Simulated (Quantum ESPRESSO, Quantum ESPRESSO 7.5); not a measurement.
**Pt(110): thickness series by an ASE script**

Aim: how the work function and the surface energy of Pt(110) settle with the number of layers.

Program: Quantum ESPRESSO 7.5. Level of theory: plane-wave DFT, PBE, GBRV ultrasoft pseudopotentials. Results are calculated unless marked as measured.

## (1) The starting structure

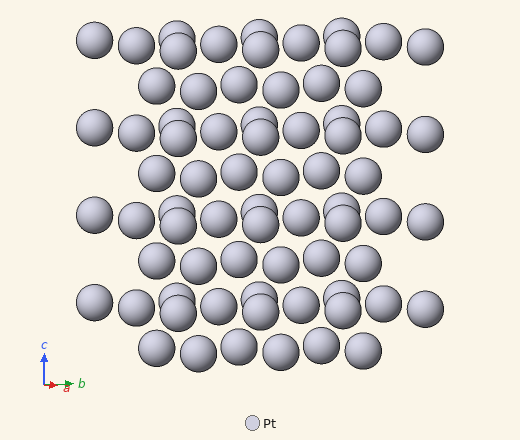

Start, viewed from the side, with the c axis up; platinum light grey. 2×3×1 cells are drawn. Some periodic images of atoms are drawn too.

The cell holds 8 atoms: 8 Pt. Its edges and angles: a = 3.920 Å, b = 2.772 Å, c = 24.702 Å, α = 90.0°, β = 90.0°, γ = 90.0°. It derives from Pt. Vacuum lies along c.

Coordinates:

```xyz
8
Lattice="3.9200 0.0000 0.0000 0.0000 2.7719 0.0000 0.0000 0.0000 24.7015" Properties=species:S:1:pos:R:3
Pt    1.9600    1.3859    7.5000
Pt    0.0000    0.0000    8.8859
Pt    1.9600    1.3859   10.2719
Pt    0.0000    0.0000   11.6578
Pt    1.9600    1.3859   13.0437
Pt    0.0000    0.0000   14.4296
Pt    1.9600    1.3859   15.8156
Pt    0.0000    0.0000   17.2015
```

## (2) Running the series

ASE writes the inputs, starts pw.x and reads the results. Under ESM bc1 the zero of energy of a symmetric slab is the vacuum, so the work function is minus the Fermi level.

The input, run.py:

```python
import json
import numpy as np
from ase.build import fcc110
from ase.calculators.espresso import Espresso, EspressoProfile

profile = EspressoProfile(command='mpirun -n 4 pw.x -nk 4', pseudo_dir='../pseudo')
pseudopotentials = {'Pt': 'pt_pbe_v1.4.uspp.F.UPF'}
system = {'ecutwfc': 40, 'ecutrho': 200, 'occupations': 'smearing', 'smearing': 'mv', 'degauss': 0.02}


def calculator(name, kpts, **extra):
    data = dict(control=dict(tprnfor=True, verbosity='high', disk_io='none'),
                system=system | extra,
                electrons=dict(conv_thr=1e-07, mixing_beta=0.4, mixing_mode='local-TF',
                               electron_maxstep=100))
    return Espresso(profile=profile, directory=name, pseudopotentials=pseudopotentials, kpts=kpts, input_data=data)


def centre(atoms):
    z = atoms.positions[:, 2]
    atoms.positions[:, 2] -= (z.max() + z.min()) / 2  # ESM wants the slab about z = 0
    return atoms


rows = []
for n in [3, 4, 5, 6, 7, 8]:
    slab = centre(fcc110('Pt', size=(1, 1, n), a=3.92, vacuum=7.5, periodic=True))
    slab.set_initial_magnetic_moments([0.0] * n)
    slab.calc = calculator(f'n{n}', (8, 12, 1), assume_isolated='esm', esm_bc='bc1')
    energy = slab.get_potential_energy()
    work = -slab.calc.get_fermi_level()
    force = slab.get_forces()[-1, 2]
    rows.append([n, energy, work, force])
    print(f'{n} layers: E = {energy:.5f} eV, work function {work:.3f} eV, force on the top atom {force:+.3f} eV/A')

n, energy = np.array(rows)[:, :2].T
slope, offset = np.polyfit(n[1:], energy[1:], 1)
area = np.linalg.norm(np.cross(*slab.cell[:2]))
gamma = offset / (2 * area) * 16.0218
print(f'bulk energy from the slope {slope:.5f} eV an atom; unrelaxed surface energy {gamma:.3f} J/m^2')
json.dump(dict(rows=rows, slope=slope, gamma=gamma), open('result.json', 'w'))
```

Run with:

```
$ OMP_NUM_THREADS=1 python run.py
```

Output:

```text
3 layers: E = -8597.22814 eV, work function 5.470 eV, force on the top atom -0.349 eV/A
4 layers: E = -11463.90139 eV, work function 5.383 eV, force on the top atom -0.213 eV/A
5 layers: E = -14330.53647 eV, work function 5.267 eV, force on the top atom -0.528 eV/A
6 layers: E = -17197.13406 eV, work function 5.399 eV, force on the top atom -0.376 eV/A
7 layers: E = -20063.80127 eV, work function 5.261 eV, force on the top atom -0.518 eV/A
8 layers: E = -22930.42920 eV, work function 5.341 eV, force on the top atom -0.459 eV/A
bulk energy from the slope -2866.63204 eV an atom; unrelaxed surface energy 1.940 J/m^2
```

Elapsed: 16 min, on 4 MPI ranks of Arm Neoverse V2, shared host; peak memory 1.1 GiB.

The input that ASE wrote for the first run, and its log:

```
&CONTROL
   verbosity        = 'high'
   tprnfor          = .true.
   disk_io          = 'none'
   pseudo_dir       = '../pseudo'
/
&SYSTEM
   ecutwfc          = 40
   ecutrho          = 200
   occupations      = 'smearing'
   degauss          = 0.02
   smearing         = 'mv'
   assume_isolated  = 'esm'
   esm_bc           = 'bc1'
   ntyp             = 1
   nat              = 3
   ibrav            = 0
/
&ELECTRONS
   electron_maxstep = 100
   conv_thr         = 1e-07
   mixing_mode      = 'local-TF'
   mixing_beta      = 0.4
/
&IONS
/
&CELL
/
&FCP
/
&RISM
/
ATOMIC_SPECIES
Pt 195.084 pt_pbe_v1.4.uspp.F.UPF

K_POINTS automatic
8 12 1  0 0 0

CELL_PARAMETERS angstrom
3.92000000000000 0.00000000000000 0.00000000000000
0.00000000000000 2.77185858225127 0.00000000000000
0.00000000000000 0.00000000000000 17.77185858225127

ATOMIC_POSITIONS angstrom
Pt 0.0000000000 0.0000000000 -1.3859292911  
Pt 1.9600000000 1.3859292911 0.0000000000  
Pt 0.0000000000 0.0000000000 1.3859292911
```

```text
Program PWSCF v.7.5 starts
[citation notice left out]

     Parallel version (MPI & OpenMP), running on       4 processor cores
     Number of MPI processes:                 4
     Threads/MPI process:                     1

     MPI processes distributed on     1 nodes
[... 1 line left out ...]

Warning: card &CELL ignored
Warning: card &FCP ignored
Warning: card &RISM ignored

     Current dimensions of program PWSCF are:
     Max number of different atomic species (ntypx) = 10
     Max number of k-points (npk) =  40000
     Max angular momentum in pseudopotentials (lmaxx) =  4
     Message from routine setup:
     using ibrav=0 with symmetry is DISCOURAGED, use correct ibrav instead

     K-points division:     npool     =       4
     Subspace diagonalization in iterative solution of the eigenvalue problem:
     a serial algorithm will be used

     G-vector sticks info
     --------------------
     sticks:   dense  smooth     PW     G-vecs:    dense   smooth      PW
     Sum         615     493    155                62269    44551    7761

     Using Slab Decomposition

     bravais-lattice index     =            0
     lattice parameter (alat)  =       7.4077  a.u.
     unit-cell volume          =    1303.1265 (a.u.)^3
     number of atoms/cell      =            3
     number of atomic types    =            1
     number of electrons       =        48.00
     number of Kohn-Sham states=           29
     kinetic-energy cutoff     =      40.0000  Ry
     charge density cutoff     =     200.0000  Ry
     scf convergence threshold =      1.0E-07
     mixing beta               =       0.4000
     number of iterations used =            8  local-TF  mixing
     Exchange-correlation=  SLA  PW   PBX  PBC
                           (   1   4   3   4   0   0   0)

     Effective Screening Medium Method
     =================================
     Boundary Conditions: Vacuum-Slab-Vacuum
     total charge in unit cell        =   0.0000
     grid points for fit at edges     =        4

[... 10 lines left out ...]
     PseudoPot. # 1 for Pt read from file:
     ../pseudo/pt_pbe_v1.4.uspp.F.UPF
     Pseudo is Ultrasoft + core correction, Zval = 16.0
     Generated by new atomic code, or converted to UPF format
     Using radial grid of  985 points,  6 beta functions with:
                l(1) =   0
                l(2) =   0
                l(3) =   1
                l(4) =   1
                l(5) =   2
                l(6) =   2
     Q(r) pseudized with  8 coefficients,  rinner =    1.300   1.300   1.300
                                                       1.300   1.300

     atomic species   valence    mass     pseudopotential
     Pt               16.00   195.08400     Pt( 1.00)

      8 Sym. Ops., with inversion, found

                                    s                        frac. trans.

      isym =  1     identity

[... 255 lines left out ...]

[... 1 line left out ...]

     total energy              =    -631.56376110 Ry
     estimated scf accuracy    <       1.59956706 Ry

[... 338 lines left out ...]
     iteration # 30     ecut=    40.00 Ry     beta= 0.40
[... 1 line left out ...]

---- Real-time Memory Report at c_bands before calling an iterative solver
           161 MiB given to the printing process from OS
            92 MiB allocation reported by mallinfo(arena+hblkhd)
[... 1 line left out ...]
------------------
[... 1 line left out ...]

     negative rho (up, down):  5.335E-01 0.000E+00

[... 1 line left out ...]

     total energy              =    -631.88466620 Ry
     estimated scf accuracy    <       0.00000043 Ry

     iteration # 31     ecut=    40.00 Ry     beta= 0.40
[... 1 line left out ...]

---- Real-time Memory Report at c_bands before calling an iterative solver
           161 MiB given to the printing process from OS
            92 MiB allocation reported by mallinfo(arena+hblkhd)
[... 1 line left out ...]
------------------
[... 1 line left out ...]

     negative rho (up, down):  5.335E-01 0.000E+00

[... 1 line left out ...]

     End of self-consistent calculation

          k = 0.0000 0.0000 0.0000 (  5583 PWs)   bands (ev):

   -58.1578 -57.9989 -57.9094 -57.4148 -57.4117 -57.3517 -57.3313 -57.2887
   -57.1565 -13.4482 -11.2684 -10.3947  -9.9872  -9.0738  -8.5981  -8.4379
    -8.2909  -8.1538  -7.0321  -6.6902  -6.6386  -6.2885  -6.0755  -5.9504
    -5.5387  -5.0553  -3.4816  -0.5823  -0.5764

     occupation numbers
     1.0000   1.0000   1.0000   1.0000   1.0000   1.0000   1.0000   1.0000
     1.0000   1.0000   1.0000   1.0000   1.0000   1.0000   1.0000   1.0000
     1.0000   1.0000   1.0000   1.0000   1.0000   1.0014   1.0238   1.0627
     0.5860   0.0036   0.0000   0.0000   0.0000

[... 340 lines left out ...]

     the Fermi energy is    -5.4695 ev

!    total energy              =    -631.88466853 Ry
     estimated scf accuracy    <       0.00000006 Ry
     smearing contrib. (-TS)   =      -0.00093909 Ry
     internal energy E=F+TS    =    -631.88372944 Ry

     The total energy is F=E-TS. E is the sum of the following terms:
     one-electron contribution =    1847.94290538 Ry
     hartree contribution      =    -928.53639289 Ry
     xc contribution           =    -170.36896823 Ry
     ewald contribution        =   -1380.92127369 Ry

     convergence has been achieved in  31 iterations

     negative rho (up, down):  5.335E-01 0.000E+00

     Forces acting on atoms (cartesian axes, Ry/au):

     atom    1 type  1   force =     0.00000000    0.00000000    0.01356057
     atom    2 type  1   force =     0.00000000    0.00000000    0.00000000
     atom    3 type  1   force =     0.00000000    0.00000000   -0.01356057
     The non-local contrib.  to forces
     atom    1 type  1   force =     0.00000000    0.00000000   -0.12274998
     atom    2 type  1   force =     0.00000000    0.00000000    0.00000000
     atom    3 type  1   force =     0.00000000    0.00000000    0.12274998
     The ionic contribution  to forces
     atom    1 type  1   force =    -0.00000000   -0.00000000 -150.69784601
     atom    2 type  1   force =     0.00000000    0.00000000   -0.00000000
     atom    3 type  1   force =    -0.00000000   -0.00000000  150.69784601
     The local contribution  to forces
     atom    1 type  1   force =    -0.00000000    0.00000000  150.81021391
     atom    2 type  1   force =     0.00000000    0.00000000   -0.00002196
     atom    3 type  1   force =     0.00000000    0.00000000 -150.81025783
     The
```

Read from the output:

| Item | Value |
| --- | --- |
| surface energy | 1.940 J/m² |
| work function of the thickest slab | 5.341 eV |

Table of work function by layers:

```
layers  work function (eV)
  3.00                5.47
  4.00                5.38
  5.00                5.27
  6.00                5.40
  7.00                5.26
  8.00                5.34
```

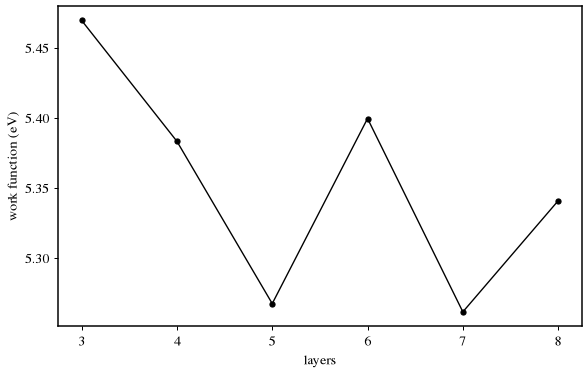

Work function against layers.

Table of force on the top atom along the normal by layers:

```csv
layers,force on the top atom along the normal (eV/Å)
3.00,-0.349
4.00,-0.213
5.00,-0.528
6.00,-0.376
7.00,-0.518
8.00,-0.459
```

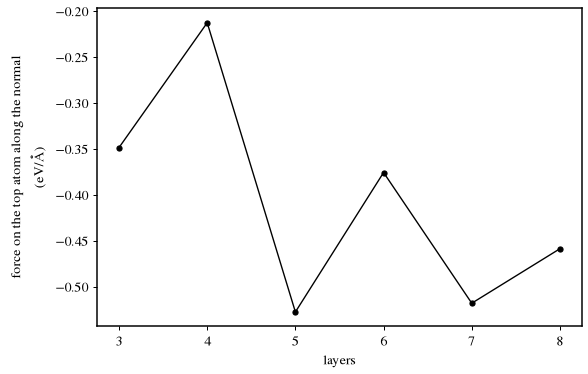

Force on the top atom along the normal, plotted against layers.

Energy less the bulk line's slope against layers:

```csv
layers,energy less the bulk line's slope (meV)
3.00,2668
4.00,2627
5.00,2624
6.00,2658
7.00,2623
8.00,2627
```

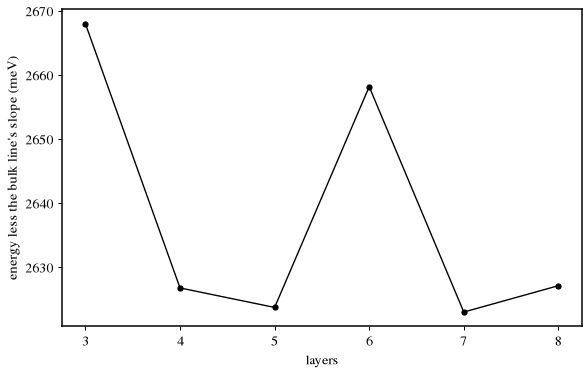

Energy less the bulk line's slope against layers.

## (3) The script: RPBE, GBRV ultrasoft

Level of this step: plane-wave DFT, RPBE, GBRV ultrasoft pseudopotentials made under PBE (Quantum ESPRESSO 7.5). input_dft overrides the functional of the files.

run.py is the input of step 2 with these lines changed:

```diff
@@ -7,3 +7,3 @@
 pseudopotentials = {'Pt': 'pt_pbe_v1.4.uspp.F.UPF'}
-system = {'ecutwfc': 40, 'ecutrho': 200, 'occupations': 'smearing', 'smearing': 'mv', 'degauss': 0.02}
+system = {'ecutwfc': 40, 'ecutrho': 200, 'input_dft': 'rpbe', 'occupations': 'smearing', 'smearing': 'mv', 'degauss': 0.02}
```

Run with:

```
$ OMP_NUM_THREADS=1 python run.py
```

Output:

```text
3 layers: E = -8599.80082 eV, work function 5.302 eV, force on the top atom -0.091 eV/A
4 layers: E = -11467.19334 eV, work function 5.222 eV, force on the top atom +0.049 eV/A
5 layers: E = -14334.54666 eV, work function 5.095 eV, force on the top atom -0.272 eV/A
6 layers: E = -17201.86145 eV, work function 5.237 eV, force on the top atom -0.114 eV/A
7 layers: E = -20069.24874 eV, work function 5.094 eV, force on the top atom -0.266 eV/A
8 layers: E = -22936.59412 eV, work function 5.173 eV, force on the top atom -0.203 eV/A
bulk energy from the slope -2867.35037 eV an atom; unrelaxed surface energy 1.632 J/m^2
```

The job ended after 15 min (4 MPI ranks; peak memory 1.1 GiB; 61 min of CPU time).

Read from the output:

```
surface energy                     : 1.632 J/m²
work function of the thickest slab : 5.173 eV
```

The work function by layers:

```csv
layers,work function (eV)
3.00,5.30
4.00,5.22
5.00,5.09
6.00,5.24
7.00,5.09
8.00,5.17
```

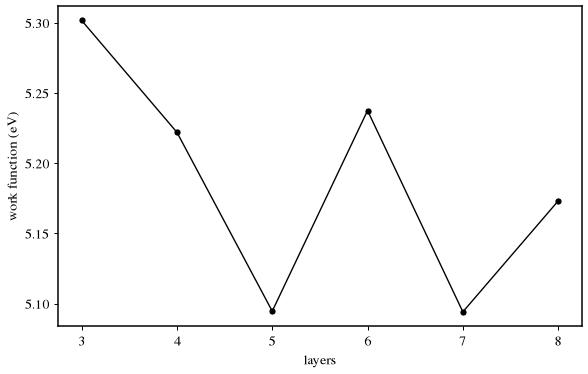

Work function, plotted against layers.

Table of force on the top atom along the normal by layers:

```
layers  force on the top atom along the normal (eV/Å)
  3.00                                        -0.0906
  4.00                                         0.0494
  5.00                                         -0.272
  6.00                                         -0.114
  7.00                                         -0.266
  8.00                                         -0.203
```

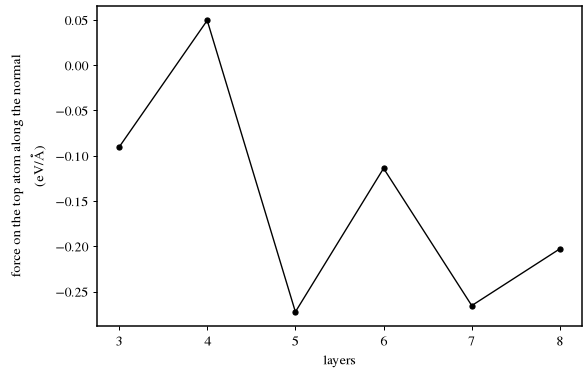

Force on the top atom along the normal, plotted against layers.

Table of energy less the bulk line's slope by layers:

| layers | energy less the bulk line's slope (meV) |
| --- | --- |
| 3.00 | 2250 |
| 4.00 | 2208 |
| 5.00 | 2205 |
| 6.00 | 2241 |
| 7.00 | 2204 |
| 8.00 | 2209 |

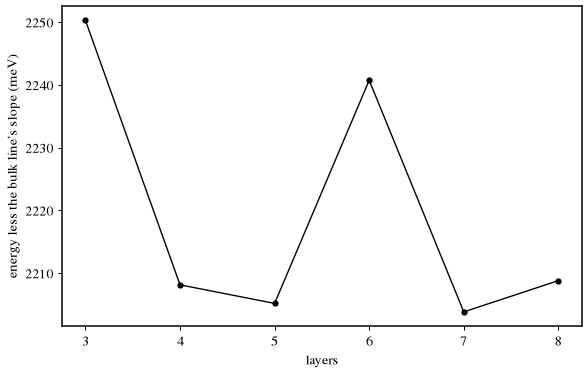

Energy less the bulk line's slope, plotted against layers.

## (4) The arithmetic

γ = (E_N − N e_bulk)/(2A). The excess of the thickest slab is 2.627 eV and A = 10.866 Å²: 2.627/(2 × 10.866) × 16.02 = 1.94 J/m² (1 eV/Å² = 16.02 J/m²); the fit's intercept gives 1.94.

## (5) What came out

| Quantity | Value |
| --- | --- |
| work function of the thickest slab, PBE, GBRV ultrasoft | 5.34 eV |
| unrelaxed surface energy, PBE, GBRV ultrasoft | 1.94 J/m² |
| work function of the thickest slab, RPBE, GBRV ultrasoft (made under PBE) | 5.17 eV |
| unrelaxed surface energy, RPBE, GBRV ultrasoft (made under PBE) | 1.63 J/m² |

**Reading.** The thickest slab gives a work function of 5.34 eV and the series an unrelaxed surface energy of 1.94 J/m² (PBE, GBRV ultrasoft). The work function swings by 0.21 eV over 3 to 8 layers and by 0.08 eV over the last step; confined states crossing the Fermi level and the finite mesh both contribute. So 8 layers don't yet hold the work function to 0.05 eV on this mesh. The force on the top atom of the thickest slab points inwards (0.46 eV/Å). Experiment, extrapolated from the liquid and averaged over faces, gives a surface energy of 2.49 J/m² (arxiv:0801.1077, 2008); the value here lies under it, as is usual for gradient-corrected functionals. The slabs are cut from the bulk at the tabulated lattice constant and not relaxed; the surface energy comes from a straight line through the energies of all but the thinnest slab. Spin-orbit coupling is left out; depending on the atoms that carry the levels of interest, it can split and shift them by tenths of an eV to an eV or more.

[Logs are printed without paths, hosts, clocks, repeated set-up lines and the standing remarks that a program may print on its own settings, such as how far it seeks lower states.]

[Hosts, paths, dates, database ids (printed as entryN), source tags and the programs' standing remarks are cut or masked in the printed files.]

[Maps of the electrostatic potential energy from Ansatz leave out the sawtooth potential of an applied field or a dipole correction, so their vacuum need not be flat; planar profiles and work functions include it.]
